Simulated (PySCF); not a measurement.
```xyz
27

C    -2.0638    1.0765   -1.1180
C    -1.9902   -0.3686   -0.6489
N    -0.6123   -0.7755   -0.4377
C    -0.4830   -2.2031   -0.2075
N     0.0426    0.0662    0.4864
C    -0.1860   -0.2579    1.8839
C     1.4548    0.2389    0.1518
C     2.0512    1.3725    0.9864
C     1.5948    0.5762   -1.3305
H    -1.5101    1.1924   -2.0449
H    -1.6272    1.7293   -0.3683
H    -3.0993    1.3626   -1.2835
H    -2.3987   -1.0284   -1.4190
H    -2.6081   -0.4940    0.2582
H    -0.7794   -2.7238   -1.1179
H     0.5597   -2.4403   -0.0029
H    -1.1019   -2.5773    0.6218
H    -1.2287   -0.5423    2.0164
H    -0.0057    0.6276    2.4906
H     0.4518   -1.0753    2.2534
H     2.0285   -0.6860    0.3613
H     2.1718    1.0877    2.0280
H     3.0301    1.6374    0.5941
H     1.4053    2.2449    0.9299
H     1.1422   -0.1985   -1.9409
H     2.6463    0.6672   -1.5917
H     1.0951    1.5180   -1.5384
```

Geometry: GFN2-xTB.

The calculation used PBE0/pcSseg-1, SCF density, gas phase, non-relativistic in PySCF.

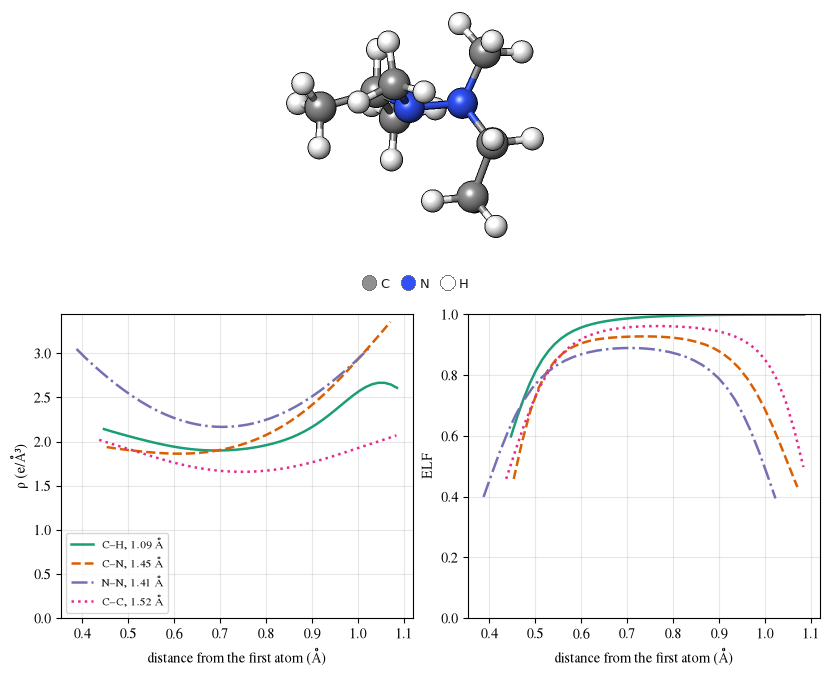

C$_{7}$H$_{18}$N$_{2}$ (SMILES CCN(C)N(C)C(C)C). Electron density and ELF along straight lines between neighbouring atoms. The curves leave out the atomic cores. The structure is drawn too.

What kind of bonding do the profiles show?

Answer. C–H (1.09 Å): ρ at the midpoint is about 2 e/Å³; the ELF climbs to about 1 towards the hydrogen, as it does in any bond to H: a covalent bond by its length.
C–N (1.45 Å): the density is about 1.9 e/Å³ at the midpoint; the ELF peaks at about 0.95 between the atoms (a shared electron pair).
N–N (1.41 Å): ρ is about 2.2 e/Å³ halfway; the ELF peaks at about 0.90 between the atoms: a shared electron pair.
C–C (1.52 Å): ρ is about 1.7 e/Å³ halfway; the ELF peaks at about 0.95 between the atoms: localised, covalent bonding.
